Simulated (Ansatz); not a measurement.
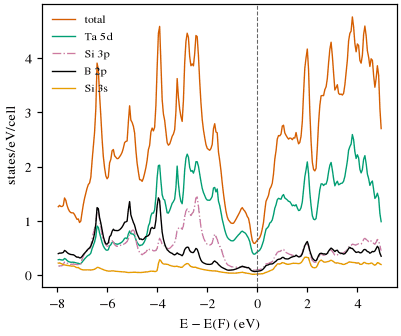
Total and projected density of states of TaSiB in space group Cmcm (No. 63; Si on 4c, B on 4c, Ta on 4c), plane-wave PAW PBEsol (Ansatz code)

Which orbitals carry the states next to the Fermi level?

Within 0.5 eV of the Fermi level: Ta 5d 64 %, Si 3p 14 %, B 2p 12 %. Projections are on Löwdin-orthogonalised atomic valence shells; empty p or d shells of many metals are not among them.

Where is the tallest occupied peak in this window, and what makes it?

Near -3.9 eV, about 4.6 states/eV per cell; the largest projected share is Ta 5d.

The start of the workflow was typed in or built on a structure type; neither database checked (COD, Materials Project) lists it. Its standing as an ambient phase is unchecked. The cell was relaxed with PBEsol under the symmetry of its start; whether a distortion lowers the energy is not shown. No spin polarisation was allowed. Scalar-relativistic: spin–orbit coupling is off unless named, which matters more the heavier the elements.

Potentials: the earlier of the program's two PAW sets. The files were generated under PBE; for other functionals the program regenerates the frozen cores, and for LDA and PBEsol the local potential too.
